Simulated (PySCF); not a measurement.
# C4H4BrF: the cost of one run

Programs: PySCF 2.14.0, with routines of our own; each step states its level. All values are computed. Atoms count from 0.

## 1. The system as given

10 atoms, charge 0, multiplicity 1; geometry from: GFN2-xTB.

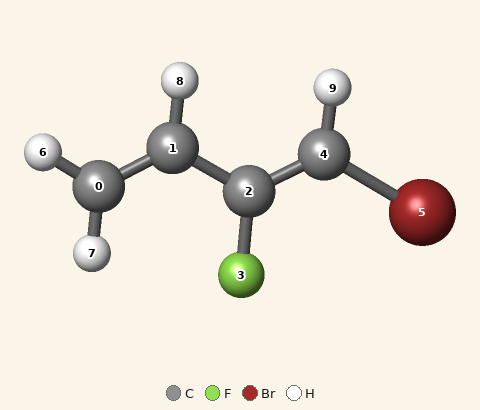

The starting geometry (carbon grey, fluorine green, bromine red, hydrogen white).

## 2. Magnetic properties: GIAO HF/pcSseg-1

What the job is given:

```
{"job": {"kind": "mag", "xc": "HF", "basis": "pcSseg-1", "isotopologues": 2}, "charge": 0, "multiplicity": 1}
C     -1.880161    -0.252147     0.056509
C     -0.724680     0.398145    -0.039384
C      0.564334    -0.259211     0.018979
F      0.534633    -1.594850     0.175698
C      1.738157     0.371256    -0.071711
Br     3.398551    -0.508810     0.007736
H     -2.822266     0.263873     0.009910
H     -1.914142    -1.321087     0.184499
H     -0.684808     1.469589    -0.167410
H      1.799264     1.437897    -0.197355
```

Level: GIAO HF/pcSseg-1 magnetisability, rotational g tensor and spin-rotation constants, non-relativistic, gas phase.

On the command line:

```sh
$ OMP_NUM_THREADS=1 python excited_run.py task.json out
```

This one command runs all jobs of the session in turn.

**Question.** How long does this first job take on 1 thread of Intel Xeon Platinum 8488C, shared host, and how much memory does it need?

About 12 s, with a peak of 0.75 GiB.
